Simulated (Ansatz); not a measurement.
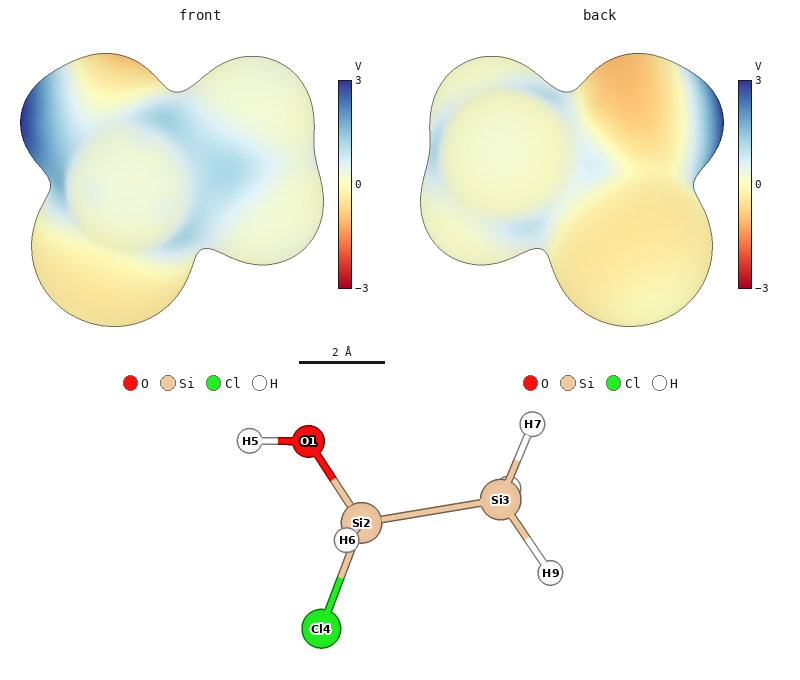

ClH5OSi2 (SMILES O[SiH]([SiH3])Cl). The molecular electrostatic potential painted on the density surface at 0.002 e/bohr³, seen from the front and from behind; red is negative and blue positive. The bare structure is drawn below in the same view.

Geometry: PBE0-D4/def2-TZVP.

These are results of RKS PBE0-D4/def2-TZVPP in Ansatz 0.2.0, not measurements.

```csv
atom,x (Å),y (Å),z (Å)
O,0.5169,0.9421,-1.6064
Si,-0.2656,0.7998,-0.1732
Si,0.3519,-1.2502,0.7593
Cl,-2.3134,0.8058,-0.4590
H,0.3740,1.7350,-2.1268
H,-0.0029,1.9758,0.6971
H,1.8199,-1.2918,0.9925
H,-0.0397,-2.3504,-0.1587
H,-0.3527,-1.4123,2.0582
```

Which sites attract a positive test charge, and which a negative one?

A positive charge is drawn to the negative regions and a negative charge to the positive ones. The most negative region (about −1.0 V, or −23 kcal/mol for a unit charge) lies over O1, the most positive (about +2.8 V, or +65 kcal/mol for a unit charge) over H5. O1 is the likeliest acceptor of a hydrogen bond.
